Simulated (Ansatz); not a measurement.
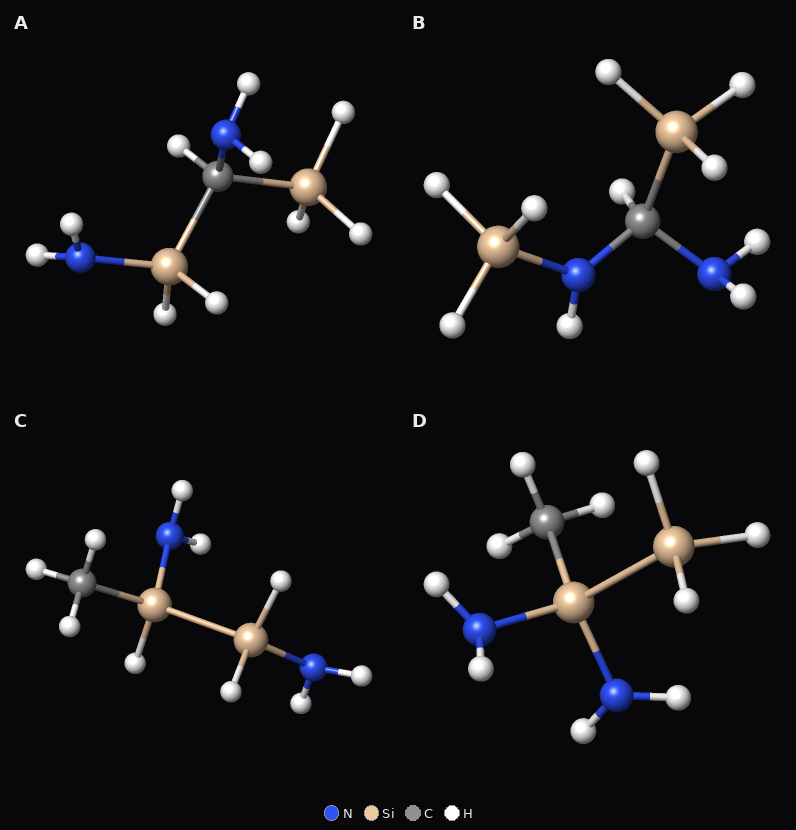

```sh
ansatz run in.yaml --threads 2 --pin off --events-out ev --progress --plain --max-ram 32768MiB --backend cuda --devices 0, --max-vram 18GiB
```

```yaml
crystal:
  periodic: [false, false, false]
  atoms:
    - {symbol: N, position_ang: [-1.446660, 0.604491, 1.400944]}
    - {symbol: C, position_ang: [-0.436373, -0.205133, 0.723299]}
    - {symbol: Si, position_ang: [1.291817, 0.599422, 0.869292]}
    - {symbol: N, position_ang: [-0.878541, -0.418314, -0.632313]}
    - {symbol: Si, position_ang: [0.092780, -0.795036, -1.998512]}
    - {symbol: H, position_ang: [-1.280866, 0.645549, 2.399094]}
    - {symbol: H, position_ang: [-1.451249, 1.551736, 1.038520]}
    - {symbol: H, position_ang: [-0.387478, -1.151370, 1.288030]}
    - {symbol: H, position_ang: [1.545826, 0.727141, 2.330381]}
    - {symbol: H, position_ang: [2.400792, -0.192612, 0.267518]}
    - {symbol: H, position_ang: [1.256680, 1.957525, 0.263151]}
    - {symbol: H, position_ang: [-1.848565, -0.706187, -0.651951]}
    - {symbol: H, position_ang: [1.120761, 0.265444, -2.176556]}
    - {symbol: H, position_ang: [-0.823934, -0.837275, -3.165938]}
    - {symbol: H, position_ang: [0.823111, -2.096083, -1.925458]}
basis:
  gaussian: {orbitals: def2-TZVPP}
hamiltonian: {xc: {name: B3LYP}, dispersion: d4}
output: {forces: true, orbitals: {seedname: orbitals}}
```

> Which picture belongs to the input above?

B. The file holds CH10N2Si2, `N[C@H]([SiH3])N[SiH3]`.
